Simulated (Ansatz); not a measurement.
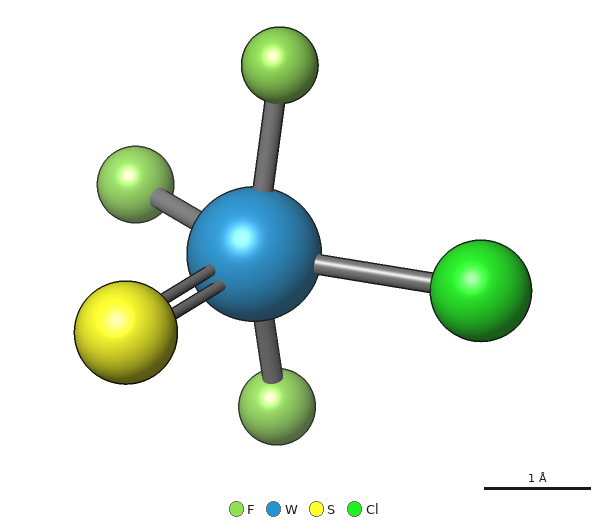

Ball-and-stick drawing of a structure. Multiple sticks mark multiple bonds (one Kekulé form).

The species is neutral and a spin singlet. The computed structure is the end point of a PBE0-D4/def2-TZVP optimisation.

Question: Which formula does it have?

Answer: WSClF₃, 6 atoms: 1 tungsten, 1 sulfur, 1 chlorine and 3 fluorine.

Question: Count the bonded pairs by element.

Answer: 3 F–W, 1 S–W, 1 Cl–W.

More results for the same structure follow; atom numbers are the same in all pictures, views and colours differ.

### Shape

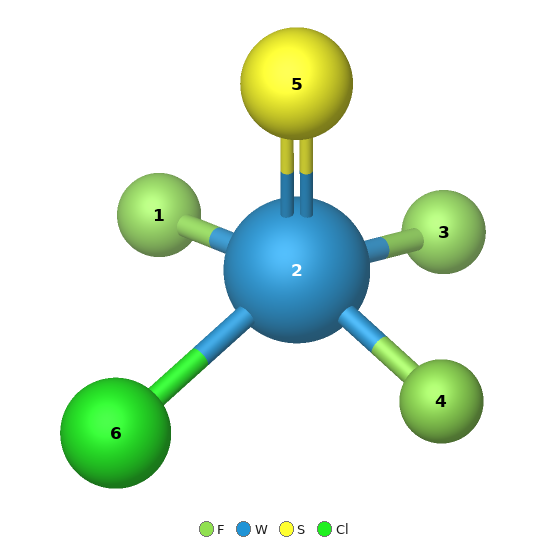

Question: Describe the coordination of atom 2.

Answer: W2 has 5 neighbours (F1 at 1.85, F3 at 1.85, F4 at 1.85, S5 at 2.09, Cl6 at 2.27 Å); the arrangement is square pyramidal.

### Electronic properties

Properties computed with RKS ωB97M-V/def2-TZVPP, core potentials on W (Ansatz 0.2.0).

Predict the main results.

- dipole moment: 1.01 D
- HOMO energy (Kohn–Sham orbital): −11.27 eV
- LUMO energy (Kohn–Sham orbital): −1.69 eV
- HOMO–LUMO gap: 9.57 eV

### Vibrations

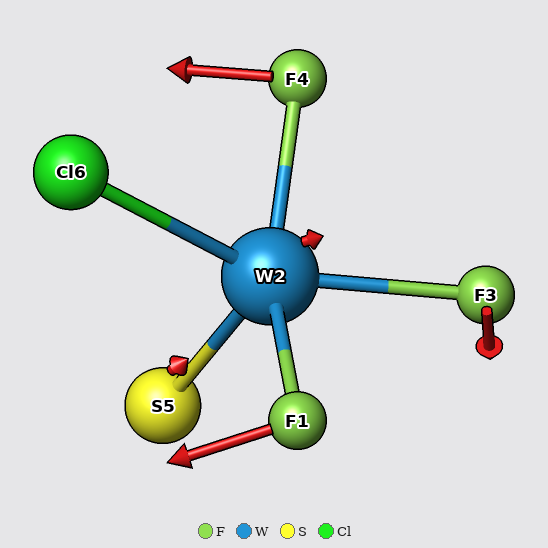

The arrows show one normal mode. Harmonic vibrations computed with RKS PBE0-D4/def2-TZVP, core potentials on W (Ansatz 0.2.0) at a stationary point of the same level.

Question: Describe the motion.

Answer: Mostly angle bending.

Question: Estimate its harmonic wavenumber.

Answer: 239 cm⁻¹; it is mode 6 of 12 counted from the lowest.

### Metal centre

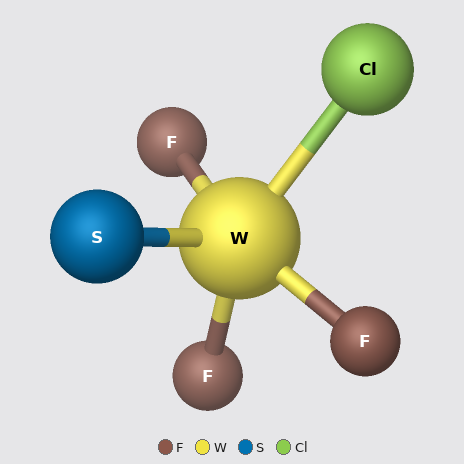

A molecule with one transition-metal atom.

Question: What is the coordination number of the metal, and which atoms bind to it?

Answer: W binds 5 atoms: 3 F at 1.85 Å, 1 S at 2.09 Å, 1 Cl at 2.27 Å. The arrangement is square pyramidal.

Question: Give the formal oxidation state and the d-electron count.

Answer: W(VI), d⁰, counting the ligands as closed-shell ions or neutral donors.
